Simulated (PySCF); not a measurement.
**BH2Cl (SMILES BCl): B3LYP/def2-SVPD**

What is the vertical singlet–triplet gap of BH2Cl at B3LYP/def2-SVPD? 

The results are computed with PySCF 2.14.0.

### 1 The system as given

The species is BH2Cl (4 atoms), meant as a singlet with charge 0. As SMILES, `BCl`. The shape is that of a PBE0-D4/def2-TZVP optimisation.

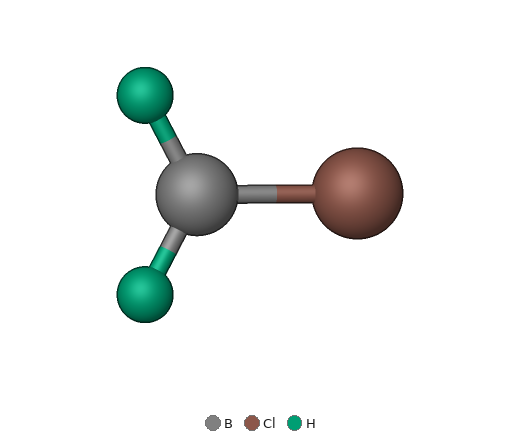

Viewed from a chosen angle; boron grey, chlorine brown, hydrogen teal.

### 2 A single-point energy at B3LYP/def2-SVPD

Input file job.py:

```python
from pyscf import gto, dft

mol = gto.M(
    atom='''
B     -0.220531     0.041007    -0.142296
Cl     2.579476    -0.747009     1.362870
H     -2.090415    -1.057302     0.454290
H     -0.163650     1.649353    -1.713226
''',
    max_memory=1860,
    basis='def2-svpd',
    unit='bohr',
    verbose=3,
)

mf = dft.RKS(mol)
mf.xc = 'b3lyp'
mf.grids.level = 4
mf.conv_tol = 1e-10
mf.kernel()
if not mf.converged:
    mf = mf.newton().run(mf.mo_coeff, mf.mo_occ)

e_tot = mf.e_tot
print('E(%s) = %.9f' % ('B3LYP', e_tot))
```

Run with:

```sh
$ OMP_NUM_THREADS=1 python job.py
```

What it wrote:

```text
converged SCF energy = -486.128661621706
E(B3LYP) = -486.128661622
```

It took 3.6 s on 1 thread of Arm Neoverse V1, shared host; peak memory 0.3 GiB.

### 3 The triplet, same level

Input file run.py:

```python
from pyscf import gto, dft

mol = gto.Mole()
mol.atom = [
    ('B', (-0.116700, 0.021700, -0.075300)),
    ('Cl', (1.365000, -0.395300, 0.721200)),
    ('H', (-1.106200, -0.559500, 0.240400)),
    ('H', (-0.086600, 0.872800, -0.906600)),
]
mol.max_memory = 1860
mol.verbose = 3
mol.spin = 2
mol.basis = 'def2-svpd'
mol.build()

calc0 = dft.UKS(mol)
calc0.xc = 'b3lyp'
calc0.grids.level = 4
calc0.conv_tol = 1e-10
calc0.kernel()
if not calc0.converged:
    calc0 = calc0.newton().run(calc0.mo_coeff, calc0.mo_occ)

energy = calc0.e_tot
print('E(%s) = %.9f' % ('B3LYP', energy))
```

Run with:

```sh
$ OMP_NUM_THREADS=1 python run.py
```

What it wrote:

```text
WARN: HOMO -0.115126157094783 >= LUMO -0.335014658227638

WARN: HOMO -0.118815961657694 >= LUMO -0.249847799993188

WARN: HOMO -0.14701145493449 >= LUMO -0.256807653464819

WARN: HOMO -0.153756494224478 >= LUMO -0.25959456782066

WARN: HOMO -0.151552522908605 >= LUMO -0.25641202197216

WARN: HOMO -0.151684311191256 >= LUMO -0.256346066434018

WARN: HOMO -0.151749847200491 >= LUMO -0.256338041542343

WARN: HOMO -0.151754332988916 >= LUMO -0.256319765724172

WARN: HOMO -0.151761455724468 >= LUMO -0.256321502289252

WARN: HOMO -0.151761597470176 >= LUMO -0.256321361558587

WARN: HOMO -0.151762073848524 >= LUMO -0.256321350787172

converged SCF energy = -485.959216340591  <S^2> = 2.0046587  2S+1 = 3.0031042
E(B3LYP) = -485.959216341
```

It took 6.9 s on 1 thread of Arm Neoverse V1, shared host; peak memory 0.31 GiB.

### 4 What came out

At B3LYP/def2-SVPD:

```
                                        quantity          value
                           singlet: total energy  -486.12866 Eh
                          singlet: dipole moment         0.58 D
                            singlet: HOMO energy       -8.48 eV
                            singlet: LUMO energy       -2.10 eV
                          singlet: HOMO–LUMO gap        6.38 eV
                           triplet: total energy  -485.95922 Eh
                          triplet: dipole moment         0.64 D
     triplet: HOMO energy (highest over α and β)       -4.13 eV
                                   triplet: ⟨S²⟩          2.005
vertical energy of the triplet above the singlet       4.611 eV
```

**Reading.** At this shape the triplet lies 4.61 eV (106 kcal/mol) above the singlet. Mulliken charges (singlet) run from -0.32 on B1 to +0.31 on H4; in a basis this large or diffuse they mean little. Mulliken charges (triplet) run from -0.47 on B1 to +0.32 on H4; in a basis this large or diffuse they mean little.
